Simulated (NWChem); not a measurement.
# PBE/aug-cc-pVDZ run of [SiH3]− (SMILES [SiH3-])

Aim: the vertical ionisation energy of [SiH3]− at PBE/aug-cc-pVDZ, from 2 runs. 

Program for the calculation: NWChem 7.3.0.

**1. The system as given**

[SiH3]−: 4 atoms, total charge -1, spin state singlet. SMILES: `[SiH3-]`. The coordinates come from a PBE0-D4/def2-TZVPD relaxation.

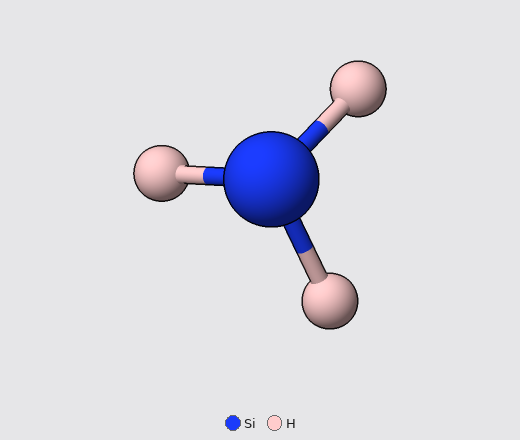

Viewed from a chosen angle; silicon blue, hydrogen pink.

**2. The energy at PBE/aug-cc-pVDZ**

File mol.nw:

```
start mol
memory stack 880 mb heap 220 mb global 1100 mb
charge -1

geometry units angstroms noautosym nocenter noautoz
   Si     0.539700    -0.050700    -0.300900
   H      0.426600     0.622300     1.085900
   H     -0.298500    -1.283700     0.106800
   H     -0.667800     0.712200    -0.891800
end

basis spherical bse
   * library aug-cc-pVDZ
end

dft
   xc xpbe96 cpbe96
   grid xcoarse
   convergence energy 1e-08
   iterations 100
   mulliken
   noprint "final vectors analysis"
end

task dft energy
```

Launch:

```bash
$ nwchem mol.nw > mol.out
```

Standard output:

```text
[...]
          Wavefunction type:  closed shell.
          No. of atoms     :     4
          No. of electrons :    18
[...]
          Charge           :    -1
          Spin multiplicity:     1
[...]
          AO basis - number of functions:    54
[...]
              XC Information
              --------------
          PerdewBurkeErnzerhof Exchange Functional  1.000
            Perdew 1991 LDA Correlation Functional  1.000 local
           PerdewBurkeErnz. Correlation Functional  1.000 non-local
[...]
 d= 0,ls=0.0,diis     1   -290.8899892390 -3.06D+02  9.67D-02  1.33D+00     1.1
[...]
 d= 0,ls=0.0,diis    10   -291.1147897601 -7.10D-11  1.39D-07  3.13D-11     6.1
         Total DFT energy =     -291.114789760114
      One electron energy =     -436.854492938019
           Coulomb energy =      152.605941439819
    Exchange-Corr. energy =      -21.947223035985
 Nuclear repulsion energy =       15.080984774071
[...]
      Total Density - Mulliken Population Analysis
     ---------------------------------------------
    Atom       Charge   Shell Charges
 -----------   ------   -------------------------------------------------------
    1 Si  14    15.57   2.00  2.04  0.79  1.06  0.10  6.02  1.43  1.65  0.26  0.13  0.09
    2 H    1     0.81   0.72  0.05  0.03  0.01  0.00
    3 H    1     0.81   0.72  0.05  0.03  0.01  0.00
    4 H    1     0.81   0.72  0.05  0.03  0.01  0.00
[...]
```

Run time: 6.9 s. Hardware: 1 thread of Intel Xeon Platinum 8259CL at 2.50GHz (Skylake/Cascade Lake), shared host; peak memory 0.1 GiB.

**3. Doublet neutral SiH3**

File mymol.nw:

```
start mymol
memory 2200 mb

geometry units angstrom noautosym nocenter noautoz
  Si    0.539700   -0.050700   -0.300900
  H     0.426600    0.622300    1.085900
  H    -0.298500   -1.283700    0.106800
  H    -0.667800    0.712200   -0.891800
end

basis spherical bse
  * library aug-cc-pVDZ
end

dft
  xc xpbe96 cpbe96
  mult 2
  grid xcoarse
  convergence energy 1e-08
  iterations 100
  mulliken
  print low
end

task dft
```

Launch:

```bash
$ nwchem mymol.nw > mymol.out
```

Standard output:

```text
[...]
 d= 0,ls=0.0,diis     1   -291.0269552925 -3.06D+02  8.80D-03  2.90D-02     1.1
[...]
 d= 0,ls=0.0,diis     8   -291.0459558073 -2.10D-09  6.23D-07  2.14D-10     5.3
[...]
         Total DFT energy =     -291.045955807339
      One electron energy =     -432.470248806256
           Coulomb energy =      148.097997086833
    Exchange-Corr. energy =      -21.754688861988
 Nuclear repulsion energy =       15.080984774071
[...]
      Total Density - Mulliken Population Analysis
     ---------------------------------------------
    Atom       Charge   Shell Charges
 -----------   ------   -------------------------------------------------------
    1 Si  14    14.67   2.00  2.04  0.81  0.93 -0.01  6.02  1.43  1.24  0.01  0.12  0.07
    2 H    1     0.78   0.70  0.07  0.01  0.01 -0.01
    3 H    1     0.78   0.70  0.07  0.01  0.01 -0.01
    4 H    1     0.78   0.70  0.07  0.01  0.01 -0.01
[...]
      <S2> =      0.7525 (Exact =     0.7500)
[...]
```

Wall time 6 s (1 thread of Intel Xeon Platinum 8259CL at 2.50GHz (Skylake/Cascade Lake), shared host); peak memory 0.1 GiB.

**4. Outcome**

Level: PBE/aug-cc-pVDZ.

```
                                           quantity          value
                      singlet [SiH3]−: total energy  -291.11479 Eh
                 doublet neutral SiH3: total energy  -291.04596 Eh
                         doublet neutral SiH3: ⟨S²⟩          0.752
vertical detachment energy (to the doublet neutral)       1.873 eV
```

**Reading.** Removing an electron at fixed nuclei costs 1.87 eV (181 kJ/mol). Mulliken charges (singlet [SiH3]−) run from -1.57 on Si1 to +0.19 on H2; in a basis this large or diffuse they mean little. Mulliken charges (doublet neutral SiH3) run from -0.67 on Si1 to +0.22 on H2; in a basis this large or diffuse they mean little.
